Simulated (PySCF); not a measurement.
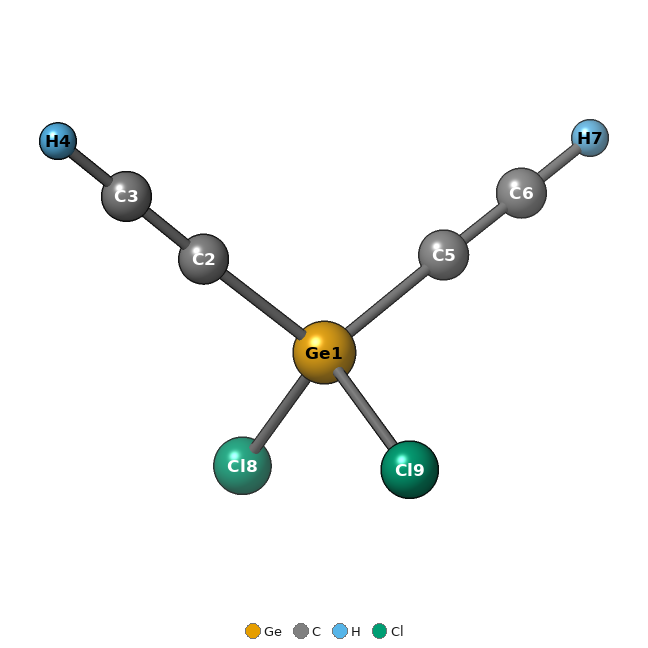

The computed structure is the end point of a PBE0-D3(BJ)/def2-SVP optimisation. No frequency run is at hand to confirm it as a minimum. Properties computed with delta-SCF UKS SCAN, pcX-2 on the ionised atom (unc-x2c-TZVPall on a metal), pcseg-1 elsewhere, spin-free X2C (PySCF 2.14.0).

Give the core-electron binding energies (to vacuum; p and d levels without spin–orbit splitting) of C2 1s, C3 1s, Cl8 1s, Cl8 2p.

```csv
atom,level,binding energy (eV)
C2,1s,291.0
C3,1s,291.2
Cl8,1s,2828.5
Cl8,2p,206.4
```
